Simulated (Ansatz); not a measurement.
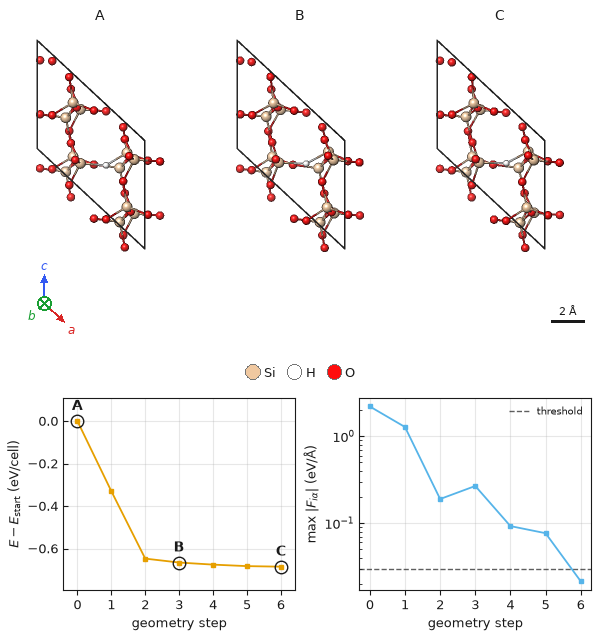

Frames of a relaxation of a defect cell of composition Si₁₂HO₂₃ (cell charge +1), marked on the history of the run. The picture is a ball-and-stick view of the cell of the calculation, seen along the b axis.

All numbers below come from DFT, PBE, plane-wave PAW, default files, scalar-relativistic in Ansatz 0.2.0. Settings: plane-wave cutoff 420 eV; k-point mesh 3 × 3 × 4; occupations fermi dirac; smearing width 0.01 eV; no spin polarisation; atoms relaxed in a fixed cell; force threshold 0.03 eV/Å; at most 40 steps.

Q: Describe the path.

A: Over 6 geometry steps the energy falls by 0.685 eV per cell of the calculation. Largest force component: 2.2 eV/Å at the start, 0.022 eV/Å at the end. The atom that moves furthest is an O atom (0.17 Å roughly along [1 1 1]). By element the largest moves are O 0.17 Å, H 0.13 Å, Si 0.11 Å. The lattice vectors keep their values. Near-neighbour distances that change, for instance: H–Si 1.616 → 1.703 Å, O–Si 1.611 → 1.655 Å, H–Si 1.611 → 1.647 Å, O–Si 1.611 → 1.584 Å. Bond angles that change, for instance: Si–O–Si 143.4° → 152.8°, H–Si–O 110.7° → 102.4°, H–Si–O 108.5° → 100.3°. From step 0 to 3: a Si atom moves most (0.12 Å), energy −0.666 eV per cell of the calculation. From step 3 to 6: an O atom moves most (0.09 Å), energy −19.5 meV per cell of the calculation.

Limits of the set-up: the periodic images lie only 7.3 Å apart, so the values are limited by the cell's size; the cell is charged, on a uniform background, and energies carry no finite-size correction.
